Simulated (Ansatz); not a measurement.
# How Ir(100) screens a field, part 2 of 2

Where does the screening charge of Ir(100) sit?

Ansatz 0.2.0; plane-wave DFT, PBE, Ansatz PAW.

So far. Step 7 (Single point, field 0.2 V/Å): The dipole is 0.105 e·Å. Step 8 (Atoms held, field -0.2 V/Å): The dipole is -0.105 e·Å.

## (9) Single point, field 0.4 V/Å

File input.yaml:

```yaml
crystal:
  lattice:
    - [2.7152900398, 0.0, 0.0]
    - [0.0, 2.7152900398, 0.0]
    - [0.0, 0.0, 27.6]
  atoms:
    - { symbol: Ir, position: [0.5, 0.5, 0.3260869565] }
    - { symbol: Ir, position: [0.0, 0.0, 0.3956521739] }
    - { symbol: Ir, position: [0.5, 0.5, 0.4652173913] }
    - { symbol: Ir, position: [0.0, 0.0, 0.5347826087] }
    - { symbol: Ir, position: [0.5, 0.5, 0.6043478261] }
    - { symbol: Ir, position: [0.0, 0.0, 0.6739130435] }
kpoints:
  mp_grid: { grid: [18, 18, 1] }
hamiltonian:
  xc: pbe
scf:
  occupations: { method: fermi_dirac, width: 0.1 }
  convergence: { dr2_threshold: 1.0e-10 }
efield:
  axis: 3
  dipole_correction: true
  ramp_position: 0.97
  ramp_width: 0.06
  amplitude: 0.4
output:
  forces: true
  write_potential: true
  write_density: true
  volumetric_format: npy
  elf: true
```

Started as:

```console
$ ansatz run input.yaml --threads 2 --pin off --max-ram 3072MiB --backend cpu --events-out ev --progress --plain --runs-dir out
```

Numbers of over 12 decimals in the logs are rounded to 6 here.

The program printed:

```text
[...]
Crystal: 6 atoms, lattice volume = 203.489 Å³
Basis set: ecut = 420 eV, 4057 PW (Γ), exchange–correlation on 40×40×384 points (8 copies of the dense FFT grid, shifted against one another)
Bands: 62, of which v1, the nominal top of the filled ones, is band 51 counted from 1 (50 counted from 0)
Symmetry: 8 space group operations
k-points: 55 of 324
[...]
k-point 0: bands = [... 47 lower, 6.4488, 6.8390, 6.8688, 6.8688, 7.3737, 7.9347, 8.0503, 8.0503, ... 7 higher]
  k-point 1: bands = [... 47 lower, 6.4020, 6.6818, 6.8512, 7.2566, 7.3904, 7.5055, 7.6333, 8.0557, ... 7 higher]
  k-point 2: bands = [... 47 lower, 6.2224, 6.4237, 6.8209, 6.9304, 7.0247, 7.2948, 7.6266, 8.1236, ... 7 higher]
  k-point 54: bands = [... 47 lower, 8.1607, 8.9887, 8.9920, 9.0182, 9.0227, 9.7730, 9.7736, 10.4245, ... 7 higher]
[key lines of the parts left out:]
SCF converged after 13 iterations
Free energy (F): -71609.290281 eV
Fermi energy:    7.486572 eV
Dipole field:    D = 0.187090 V/Å  (p = 0.210393 e·Å, saw-weighted, corrected)
```

Wall time 60 s (2 threads of Arm Neoverse V1, shared host); peak memory 0.71 GiB; 2 min of CPU time.

Running mean over 1.92 Å of the planar mean, with the applied field; the ramp of the sawtooth is left out. Electron's electrostatic potential energy less the Fermi level against z:

| z (Å) | electron's electrostatic potential energy less the Fermi level (eV) |
| --- | --- |
| 4 | 4.23 |
| 6 | 4.96 |
| 8 | -3.54 |
| 10 | -13.2 |
| 12 | -13.5 |
| 14 | -13.6 |
| 16 | -13.5 |
| 18 | -13.0 |
| 20 | 1.39 |
| 22 | 6.25 |
| 24 | 7.06 |

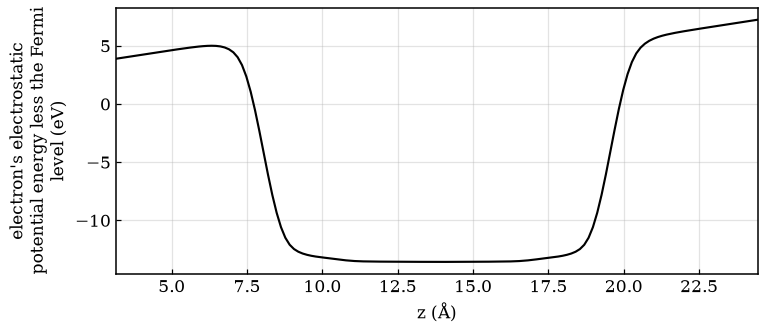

Electron's electrostatic potential energy less the Fermi level, plotted against z.

The dipole is 0.210 e·Å.

## (10) The response

This step: plane-wave DFT, PBE, Ansatz PAW; screening of a field by a metal slab (Ansatz 0.2.0).

The dipoles give the slope, and the difference of two potentials shows where the field is screened.

This step gave:

```yaml
equivalent_conductor_thickness_p_eps_0ae: 12.90 Å
distance_between_the_outer_atoms: 9.600 Å
inner_field_over_outer_field: -0.002628
image_plane_upper_face: 1.605 Å
induced_electrons_on_the_upper_face_over_eps_0e: -1.007
image_plane_lower_face: 1.605 Å
induced_electrons_on_the_lower_face_over_eps_0e: 1.007
```

Dipole of the cell against applied field:

| applied field (V/Å) | dipole of the cell (e·Å) |
| --- | --- |
| -0.200 | -0.105 |
| -0.100 | -0.0526 |
| -0.050 | -0.0263 |
| 0.000 | 0 |
| 0.050 | 0.0263 |
| 0.100 | 0.0526 |
| 0.200 | 0.105 |
| 0.400 | 0.210 |

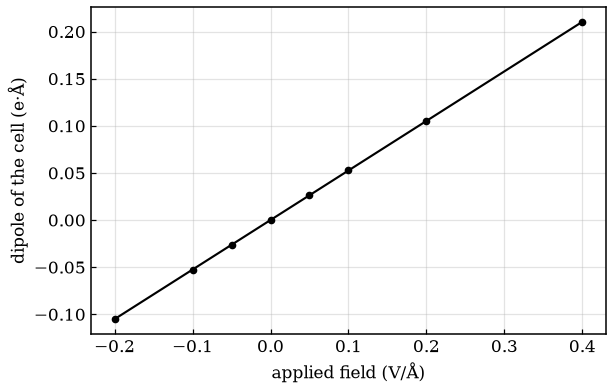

Dipole of the cell against applied field.

Local field over the applied field, running mean. From the potentials at -0.05 and 0.05 V/Å; running mean over 1.92 Å. Table of local field over applied field by z:

| z (Å) | local field over applied field |
| --- | --- |
| 5 | 0.992 |
| 6 | 0.941 |
| 7 | 0.694 |
| 8 | 0.231 |
| 9 | -0.00865 |
| 10 | 0.00207 |
| 11 | 0.00103 |
| 12 | -5.9e-4 |
| 13 | -0.00126 |
| 14 | -0.00361 |
| 15 | 1.2e-5 |
| 16 | -4.8e-4 |
| 17 | 0.00317 |
| 18 | -0.00233 |
| 19 | 0.0414 |
| 20 | 0.407 |
| 21 | 0.832 |
| 22 | 0.973 |
| 23 | 0.996 |

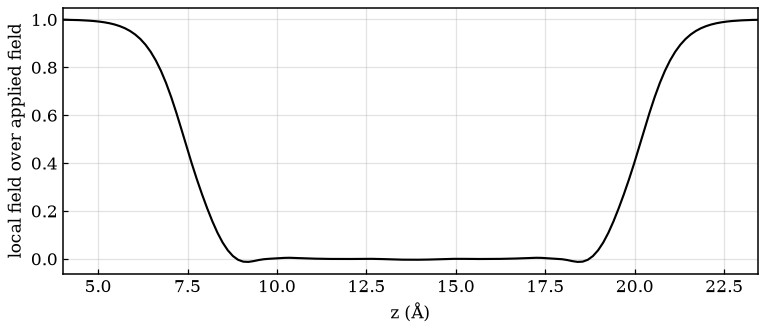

Local field over applied field against z.

The induced electron density oscillates, so the rows of the table below give means over windows of 1 Å about each position, cut where the curve ends. Its maxima inside the range that stand out by 2 % of the span (Å: e/Å³ per V/Å): 7.8: 0.00434, 8.9: 3.4e-4, 10.6: 1.3e-4, 15.8: 1.2e-4, 18.3: 5.9e-4, 19.0: 0.00107. Its minima: 8.6: -0.00107, 9.3: -5.9e-4, 11.8: -1.2e-4, 17.0: -1.3e-4, 18.7: -3.4e-4, 19.8: -0.00434.

Electrons, planar mean, per unit field. Table of induced electron density by z; means over each step:

| z (Å) | induced electron density (e/Å³ per V/Å) |
| --- | --- |
| 5 | 6.4e-5 |
| 6 | 4.4e-4 |
| 7 | 0.00223 |
| 8 | 0.00307 |
| 9 | -3.1e-4 |
| 10 | -2.0e-5 |
| 11 | 7.9e-5 |
| 12 | -5.7e-5 |
| 13 | 4.8e-5 |
| 14 | -2.4e-5 |
| 15 | -2.5e-5 |
| 16 | 3.1e-5 |
| 17 | -6.8e-5 |
| 18 | 1.7e-4 |
| 19 | -4.6e-4 |
| 20 | -0.00369 |
| 21 | -0.00125 |
| 22 | -2.1e-4 |
| 23 | -2.9e-5 |

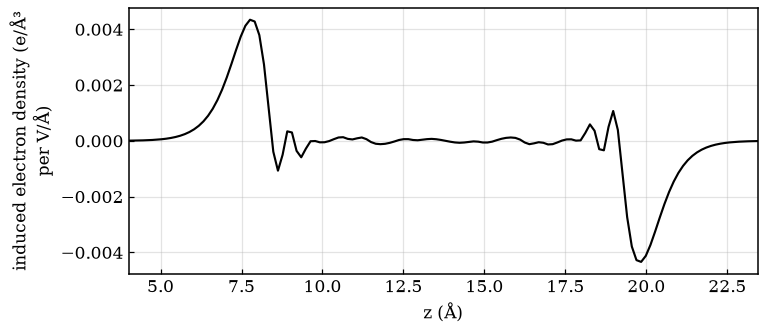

Induced electron density against z.

By hand: between -0.05 and 0.05 V/Å the dipole changes by 0.05258 e·Å, a slope of 0.5258 e·Å²/V. A perfect conductor of thickness t has p = ε₀AEt, so t = 180.95 × 0.5258 / 7.373 = 12.90 Å (e/ε₀ = 180.95 V·Å, A in Å²). Less the 9.60 Å between the outer atoms, and halved, that puts each image plane 1.65 Å out.

The induced dipole is that of a conductor 12.90 Å thick.

## (11) A changed input: efield.ramp_width = 0.04

This step: plane-wave DFT, PBE, Ansatz PAW (Ansatz 0.2.0).

A run with a changed input: it repeats the earlier run at 0.05 V/Å with efield.ramp_width from 0.06 to 0.04.

Edit input.yaml of step 9 so:

```diff
@@ -23,4 +23,4 @@
   ramp_position: 0.97
-  ramp_width: 0.06
-  amplitude: 0.4
+  ramp_width: 0.04
+  amplitude: 0.05
 output:
@@ -30,2 +30 @@
   volumetric_format: npy
-  elf: true
```

The program printed:

```text
[...]
Crystal: 6 atoms, lattice volume = 203.489 Å³
Basis set: ecut = 420 eV, 4057 PW (Γ), exchange–correlation on 40×40×384 points (8 copies of the dense FFT grid, shifted against one another)
Bands: 62, of which v1, the nominal top of the filled ones, is band 51 counted from 1 (50 counted from 0)
Symmetry: 8 space group operations
k-points: 55 of 324
[...]
SCF iter  12: F=-71609.248869 eV  HF=-71609.248869 eV  |F-HF|=9.17e-10  |Δ(HF+E_count)|=   9.56e-9  Δρ=2.17e-7  dr2=9.37e-11  ethr=1.00e-12  p=0.026 e·Å  D=2.34e-2 V/Å  ΔV_dip=-0.65 eV  dr2_dipole=1.16e-13  V_vac-E_F(+/−)=5.85/5.20 eV  ⟨swp⟩=12.6  Hψ=24165  notcnv=0
SCF 1 converged in 12 iterations: F = -71609.248869 eV  dr2 = 9.37e-11
[...]
SCF converged after 12 iterations
Free energy (F): -71609.248869 eV
[...]
Internal energy: -71609.042290 eV  (E = F + TS)
E sigma→0 (E₀):  -71609.145579 eV
Entropy (-TS):   -0.206579 eV (-34.430 meV/atom)
Fermi energy:    7.500502 eV
Dipole field:    D = 0.023377 V/Å  (p = 0.026288 e·Å, saw-weighted, corrected)
Work function:   not extracted (applied field tilts the vacuum); planar V_es + V_field profile in the machine report
[...]
--- Forces (eV/Å), atoms counted from 1 ---
  atom   1  Ir    -0.00000000     0.00000000     0.65432079
  atom   2  Ir    -0.00000000     0.00000000    -0.99059112
  atom   3  Ir    -0.00000000     0.00000000    -0.25594282
  atom   4  Ir    -0.00000000     0.00000000     0.25754105
  atom   5  Ir     0.00000000     0.00000000     0.98945441
  atom   6  Ir     0.00000000     0.00000000    -0.65478279
  max |Σ_I F_I| component: 4.65e-7 eV/Å
--- Band table (eV; the first three rows and the last of 55) ---
  k-point 0: bands = [... 47 lower, 6.4628, 6.8530, 6.8827, 6.8827, 7.3877, 7.9486, 8.0643, 8.0643, ... 7 higher]
  k-point 1: bands = [... 47 lower, 6.4160, 6.6958, 6.8652, 7.2718, 7.4049, 7.5195, 7.6473, 8.0702, ... 7 higher]
  k-point 2: bands = [... 47 lower, 6.2365, 6.4377, 6.8349, 6.9506, 7.0333, 7.3087, 7.6406, 8.1379, ... 7 higher]
  k-point 54: bands = [... 47 lower, 8.1730, 9.0040, 9.0044, 9.0343, 9.0348, 9.7873, 9.7873, 10.4383, ... 7 higher]
```

Run time: 61 s. Hardware: 2 threads; peak memory 0.71 GiB.

Numbers from this step:

* energy at zero smearing: -71609.1456 eV
* dipole along the normal: 0.02629 e·Å

Force by atom:

| atom | x (eV/Å) | y (eV/Å) | z (eV/Å) | size |
| --- | --- | --- | --- | --- |
| Ir1 | 0.000 | 0.000 | 0.654 | 0.654 |
| Ir2 | 0.000 | 0.000 | -0.991 | 0.991 |
| Ir3 | 0.000 | 0.000 | -0.256 | 0.256 |
| Ir4 | 0.000 | 0.000 | 0.258 | 0.258 |
| Ir5 | 0.000 | 0.000 | 0.989 | 0.989 |
| Ir6 | 0.000 | 0.000 | -0.655 | 0.655 |

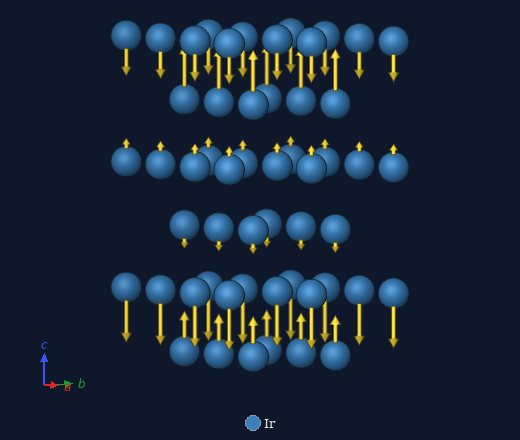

Force as arrows, the longest 0.991 eV/Å. 3×2×1 cells are drawn. Some periodic images of atoms are drawn too.

| quantity | this run | earlier run | difference |
| --- | --- | --- | --- |
| dipole along the normal (e·Å) | 0.02629 | 0.02629 | -1.1e-7 |

The dipole moves by under 0.5 % or 5e-5 e·Å.

## (12) A changed input

Another changed input: it repeats the earlier run at 0.05 V/Å with efield.dipole_correction from true to false.

Edit input.yaml of step 11 so:

```diff
@@ -21,5 +21,5 @@
   axis: 3
-  dipole_correction: true
+  dipole_correction: false
   ramp_position: 0.97
-  ramp_width: 0.04
+  ramp_width: 0.06
   amplitude: 0.05
```

The program printed:

```text
[...]
Crystal: 6 atoms, lattice volume = 203.489 Å³
Basis set: ecut = 420 eV, 4057 PW (Γ), exchange–correlation on 40×40×384 points (8 copies of the dense FFT grid, shifted against one another)
Bands: 62, of which v1, the nominal top of the filled ones, is band 51 counted from 1 (50 counted from 0)
Symmetry: 8 space group operations
k-points: 55 of 324
[...]
SCF iter   1: F=—  HF=-71609.448647 eV  |F-HF|=—  |Δ(HF+E_count)|=         —  Δρ=1.85e-2  dr2=2.02e1  ethr=1.77e-3  p=-0.000 e·Å  V_vac-E_F(+/−)=5.67/4.40 eV  ⟨swp⟩=7.6  Hψ=14714  notcnv=0  defer=24
[...]
SCF iter  12: F=-71609.249446 eV  HF=-71609.249446 eV  |F-HF|=2.18e-10  |Δ(HF+E_count)|=   1.66e-9  Δρ=6.35e-8  dr2=1.77e-11  ethr=1.00e-12  p=0.049 e·Å  V_vac-E_F(+/−)=6.11/4.94 eV  ⟨swp⟩=13.9  Hψ=20744  notcnv=0
SCF 1 converged in 12 iterations: F = -71609.249446 eV  dr2 = 1.77e-11
[...]
SCF converged after 12 iterations
Free energy (F): -71609.249446 eV
[...]
Internal energy: -71609.042867 eV  (E = F + TS)
E sigma→0 (E₀):  -71609.146157 eV
Entropy (-TS):   -0.206579 eV (-34.430 meV/atom)
Fermi energy:    7.492898 eV
Dipole field:    D = 0.043905 V/Å  (p = 0.049373 e·Å, saw-weighted)
Work function:   not extracted (applied field tilts the vacuum); planar V_es + V_field profile in the machine report
[...]
--- Forces (eV/Å), atoms counted from 1 ---
  atom   1  Ir     0.00000000     0.00000000     0.65399482
  atom   2  Ir     0.00000000     0.00000000    -0.99109695
  atom   3  Ir    -0.00000000     0.00000000    -0.25524365
  atom   4  Ir    -0.00000000     0.00000000     0.25824609
  atom   5  Ir    -0.00000000     0.00000000     0.98895972
  atom   6  Ir     0.00000000     0.00000000    -0.65486054
  max |Σ_I F_I| component: 5.20e-7 eV/Å
--- Band table (eV; the first three rows and the last of 55) ---
  k-point 0: bands = [... 47 lower, 6.4552, 6.8454, 6.8751, 6.8751, 7.3801, 7.9410, 8.0567, 8.0567, ... 7 higher]
  k-point 1: bands = [... 47 lower, 6.4084, 6.6882, 6.8576, 7.2641, 7.3972, 7.5119, 7.6397, 8.0626, ... 7 higher]
  k-point 2: bands = [... 47 lower, 6.2289, 6.4301, 6.8273, 6.9427, 7.0260, 7.3011, 7.6330, 8.1303, ... 7 higher]
  k-point 54: bands = [... 47 lower, 8.1656, 8.9962, 8.9970, 9.0264, 9.0275, 9.7796, 9.7798, 10.4307, ... 7 higher]
```

Run time: 52 s. Hardware: 2 threads; peak memory 0.73 GiB.

| quantity | this run | earlier run | difference |
| --- | --- | --- | --- |
| dipole along the normal (e·Å) | 0.04937 | 0.02629 | 0.023 |

With the dipole correction off, the periodic images add a field of their own to the typed one.

It moves by +0.0231 e·Å.

These numbers are not those of the isolated slab.

## (13) What came out

| Property | Result |
| --- | --- |
| work function | 5.55 eV |
| image plane, upper face | 1.60 Å |
| induced electrons on the upper face over ε₀E | -1.01 |
| equivalent conductor thickness p/(ε₀AE) | 12.9 Å |
| inner field over outer field | -0.00263 |

The induced charge has its centre 1.60 Å outside the outermost atoms; this is the plane from which a capacitor's gap or an image potential counts. The equivalent conductor thickness exceeds the distance between the outer atoms by 3.30 Å, about the sum of the two image-plane distances. In the middle of the slab the field is screened to under 0.5 % of its outer value. The atoms are held at bulk positions with the tabulated experimental lattice constant.

[Logs are printed without paths, hosts, clocks, repeated set-up lines and the standing remarks that a program may print on its own settings, such as how far it seeks lower states.]

[Hosts, paths, dates, database ids (printed as entryN), source tags and the programs' standing remarks are cut or masked in the printed files.]

[Maps of the electrostatic potential energy from Ansatz leave out the sawtooth potential of an applied field or a dipole correction, so their vacuum need not be flat; planar profiles and work functions include it.]
